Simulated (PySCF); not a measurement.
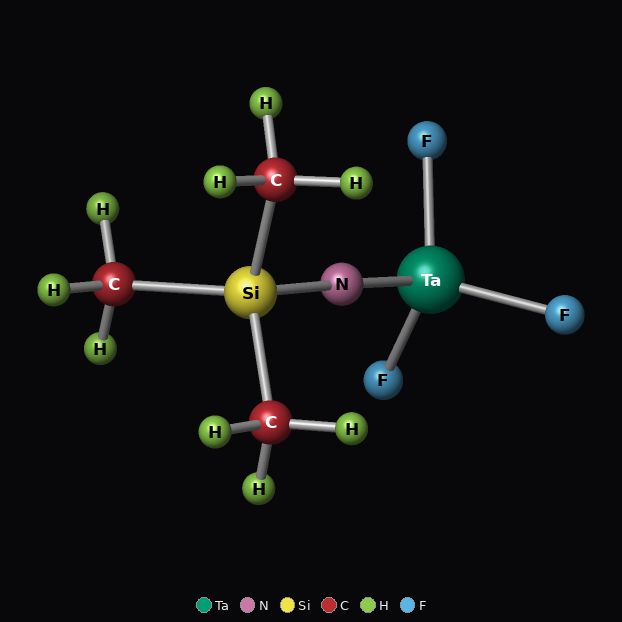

Charge 0, singlet. The computed structure is the end point of a PBE0-D3(BJ)/def2-SVP optimisation. No frequency run is at hand to confirm it as a minimum.

What is the coordination number of the metal, and which atoms bind to it?

Ta binds 4 atoms: 1 N at 1.76 Å, 3 F at 1.88 Å. The arrangement is tetrahedral.

What are the formal oxidation state of the metal and its number of d electrons?

Ta(V), d⁰, counting the ligands as closed-shell ions or neutral donors.
